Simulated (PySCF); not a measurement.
# A diatomic session: BeO+, part 2 of 2

PySCF 2.14.0; Be aug-pcseg-1, O aug-pcseg-1; no relativity. The steps go on from the part before.

### 12 MP2 and coupled cluster

Reference: UHF; core orbitals frozen: 1.

The coupled-cluster run at the reference distance, 1.447 Å, printed:

```text
******** <class 'pyscf.cc.uccsd.UCCSD'> ********
CC2 = 0
CCSD nocc = (np.int64(5), np.int64(4)), nmo = (35, 35)
frozen orbitals [[0], [0]]
max_cycle = 80
direct = 0
conv_tol = 1e-07
conv_tol_normt = 1e-05
diis_space = 8
diis_start_cycle = 0
diis_start_energy_diff = 1e+09
max_memory 909 MB (current use 300 MB)
Init t2, MP2 energy = -0.165800604769092
Init E_corr(UCCSD) = -0.165800604772977
cycle = 1  E_corr(UCCSD) = -0.171169615571947  dE = -0.0053690108  norm(t1,t2) = 0.0652094
cycle = 2  E_corr(UCCSD) = -0.175744097311841  dE = -0.00457448174  norm(t1,t2) = 0.0203934
cycle = 3  E_corr(UCCSD) = -0.176093300443591  dE = -0.000349203132  norm(t1,t2) = 0.0150784
cycle = 4  E_corr(UCCSD) = -0.177572002048884  dE = -0.00147870161  norm(t1,t2) = 0.00830702
cycle = 5  E_corr(UCCSD) = -0.177532191437204  dE = 3.98106117e-05  norm(t1,t2) = 0.00259872
cycle = 6  E_corr(UCCSD) = -0.177464595367832  dE = 6.75960694e-05  norm(t1,t2) = 0.00152559
cycle = 7  E_corr(UCCSD) = -0.177509107600313  dE = -4.45122325e-05  norm(t1,t2) = 0.000622604
cycle = 8  E_corr(UCCSD) = -0.17752455687491  dE = -1.54492746e-05  norm(t1,t2) = 0.000248993
cycle = 9  E_corr(UCCSD) = -0.177522209677269  dE = 2.34719764e-06  norm(t1,t2) = 0.000108214
cycle = 10  E_corr(UCCSD) = -0.177522893756569  dE = -6.84079301e-07  norm(t1,t2) = 4.65615e-05
cycle = 11  E_corr(UCCSD) = -0.177522949657787  dE = -5.59012176e-08  norm(t1,t2) = 2.41594e-05
cycle = 12  E_corr(UCCSD) = -0.177523424281965  dE = -4.74624178e-07  norm(t1,t2) = 9.70906e-06
cycle = 13  E_corr(UCCSD) = -0.177523254049064  dE = 1.70232901e-07  norm(t1,t2) = 3.72254e-06
cycle = 14  E_corr(UCCSD) = -0.17752320987639  dE = 4.41726736e-08  norm(t1,t2) = 1.95077e-06
UCCSD converged
E(UCCSD) = -89.27417797653941  E_corr = -0.1775232098763904
UCCSD(T) correction = -0.00399238054977473
```

Correlation energy (eV) along the bond:

| R (Å) | MP2 | SCS-MP2 | CCSD | CCSD(T) | T1 |
| --- | --- | --- | --- | --- | --- |
| 1.244 | -4.346 | -4.250 | n/a | n/a | n/a |
| 1.302 | -4.391 | -4.291 | -4.714 | -4.804 | 0.016 |
| 1.360 | -4.439 | -4.335 | -4.759 | -4.856 | 0.018 |
| 1.404 | -4.475 | -4.369 | -4.795 | -4.897 | 0.019 |
| 1.447 | -4.512 | -4.404 | -4.831 | -4.939 | 0.020 |
| 1.490 | -4.548 | -4.438 | -4.867 | -4.982 | 0.022 |
| 1.548 | -4.594 | -4.483 | -4.915 | -5.039 | 0.024 |
| 1.621 | -4.647 | -4.536 | -4.974 | -5.110 | 0.026 |
| 1.708 | -4.686 | -4.577 | -5.039 | -5.188 | 0.030 |
| 1.823 | -4.149 | -4.032 | n/a | n/a | n/a |

UHF-MP2: Re = 1.459 Å, ωe = 1183 cm⁻¹, ωexe = 6.89 cm⁻¹, αe = 0.0147 cm⁻¹, Be = 1.374 cm⁻¹, De = 3.27 eV.

UHF-SCS-MP2: Re = 1.458 Å, ωe = 1182 cm⁻¹, ωexe = 7.11 cm⁻¹, αe = 0.0150 cm⁻¹, Be = 1.376 cm⁻¹, De = 3.22 eV.

UHF-CCSD: Re = 1.459 Å, ωe = 1175 cm⁻¹, ωexe = 8.32 cm⁻¹, αe = 0.0155 cm⁻¹, Be = 1.373 cm⁻¹, De = 3.13 eV.

UHF-CCSD(T): Re = 1.464 Å, ωe = 1156 cm⁻¹, ωexe = 8.34 cm⁻¹, αe = 0.0158 cm⁻¹, Be = 1.364 cm⁻¹, De = 3.20 eV.

### 13 All curves

Energy (eV) from each level's lowest point:

| R (Å) | UHF | UHF-MP2 | UHF-SCS-MP2 | UHF-CCSD | UHF-CCSD(T) | PBE | BP86 | r²SCAN | TPSSh | PBE0 | M06 | LC-ωPBE |
| --- | --- | --- | --- | --- | --- | --- | --- | --- | --- | --- | --- | --- |
| 1.244 | 0.860 | 1.025 | 1.014 | n/a | n/a | 1.007 | 1.021 | 0.983 | 0.972 | 0.922 | 0.900 | 0.913 |
| 1.302 | 0.366 | 0.486 | 0.479 | 0.482 | 0.501 | 0.476 | 0.485 | 0.456 | 0.450 | 0.415 | 0.397 | 0.406 |
| 1.360 | 0.099 | 0.172 | 0.168 | 0.170 | 0.182 | 0.168 | 0.173 | 0.154 | 0.152 | 0.130 | 0.119 | 0.124 |
| 1.404 | 0.012 | 0.048 | 0.047 | 0.048 | 0.054 | 0.047 | 0.049 | 0.040 | 0.039 | 0.028 | 0.022 | 0.025 |
| 1.447 | 0.000 | 0.000 | 0.000 | 0.000 | 0.000 | 0.000 | 0.000 | 0.000 | 0.000 | 0.000 | 0.000 | 0.000 |
| 1.490 | 0.047 | 0.011 | 0.013 | 0.011 | 0.005 | 0.011 | 0.009 | 0.019 | 0.019 | 0.030 | 0.037 | 0.034 |
| 1.548 | 0.181 | 0.099 | 0.102 | 0.097 | 0.082 | 0.095 | 0.092 | 0.116 | 0.115 | 0.140 | 0.155 | 0.152 |
| 1.621 | 0.430 | 0.295 | 0.297 | 0.287 | 0.259 | 0.281 | 0.278 | 0.319 | 0.316 | 0.357 | 0.384 | 0.381 |
| 1.708 | 0.800 | 0.625 | 0.627 | 0.592 | 0.551 | 0.580 | 0.578 | 0.640 | 0.634 | 0.694 | 0.733 | 0.736 |
| 1.823 | 1.255 | 1.617 | 1.626 | n/a | n/a | 1.045 | 1.045 | 1.133 | 1.125 | 1.206 | 1.265 | 1.281 |

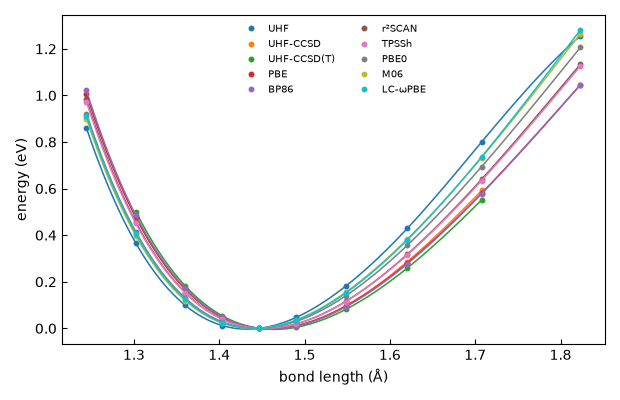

Curves of the followed state at each level, each from its own lowest point. Far from equilibrium a single determinant need not separate into the right atoms, and MP2 on it can jump. Curves with a jump are left out.

### 14 Results

This closing draws on all 2 parts.

Lowest PBE0 solution found, without spin–orbit coupling: ²Π (doublet), unpaired electrons π ↑. State 2 has its PBE0 minimum 2.59 eV higher. The other levels ran on the lowest alone.

| level | Re (Å) | ωe (cm⁻¹) | De (eV) | μ (D) |
| --- | --- | --- | --- | --- |
| UHF | 1.433 | 1265 | 1.66 | -8.02 |
| UHF-MP2 | 1.459 | 1183 | 3.27 | n/a |
| UHF-SCS-MP2 | 1.458 | 1182 | 3.22 | n/a |
| UHF-CCSD | 1.459 | 1175 | 3.13 | n/a |
| UHF-CCSD(T) | 1.464 | 1156 | 3.20 | n/a |
| PBE | 1.459 | 1165 | 3.86 | -7.30 |
| BP86 | 1.461 | 1167 | 3.89 | -7.36 |
| r²SCAN | 1.453 | 1195 | 3.65 | -7.56 |
| TPSSh | 1.453 | 1189 | 3.61 | -7.46 |
| PBE0 | 1.445 | 1214 | 3.53 | -7.52 |
| M06 | 1.440 | 1234 | 3.77 | -7.66 |
| LC-ωPBE | 1.442 | 1233 | 3.60 | -7.59 |

De is counted to Be+ + O in their ground configurations. A positive dipole points from Be to O; in an ion it is taken about the centre of mass and does not tell which atom is negative.

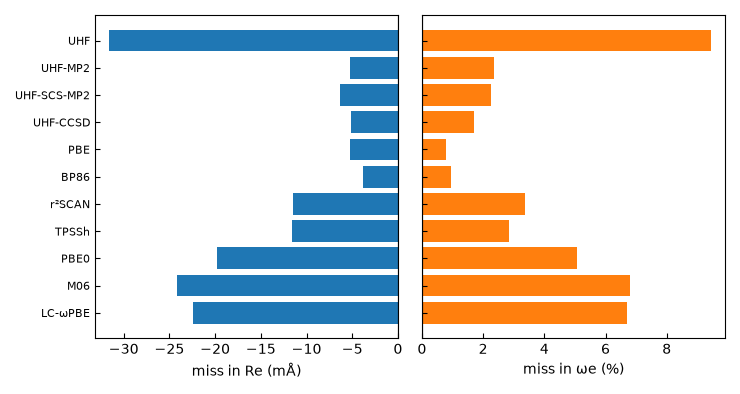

Differences in bond length and wavenumber from CCSD(T) in the same basis.

Time per point (s) on 1 thread, shared host (CPU time, shared integrals of 0.017 s apart; correlated levels include their reference; CCSD comes with the CCSD(T) run); the times are rough: UHF 0.059, UHF-MP2 0.086, UHF-SCS-MP2 0.086, PBE 0.3, BP86 0.22, r²SCAN 0.48, TPSSh 0.55, PBE0 0.39, M06 0.63, LC-ωPBE 0.42; the reference 1.3.

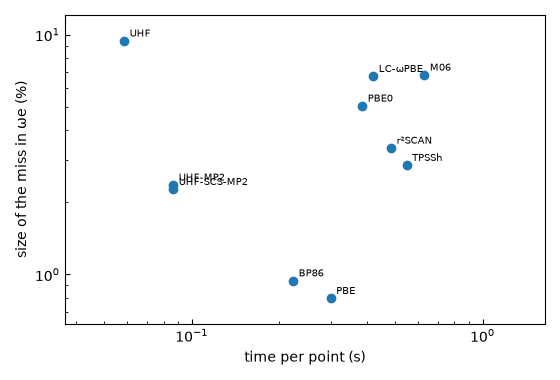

What each level's time buys in the wavenumber.

Cheap and still within 10 mÅ and 2.5 % of CCSD(T): UHF-MP2 (0.086 s), UHF-SCS-MP2 (0.086 s), against 1.3 s for the dearest run.

Judged by CCSD(T) in the same basis: best bond length BP86 (-4 mÅ), worst UHF (-32 mÅ); best wavenumber PBE (+0.8 %), worst UHF (+9.4 %). Hartree–Fock falls on the short and stiff side, its usual fault. CCSD(T) in a basis this small is itself some way from its limit, more so than the functionals. Of the levels with a De here, UHF gives the least (1.66 eV) and BP86 the most (3.89 eV).

Correlated steps freeze 1 core orbital.
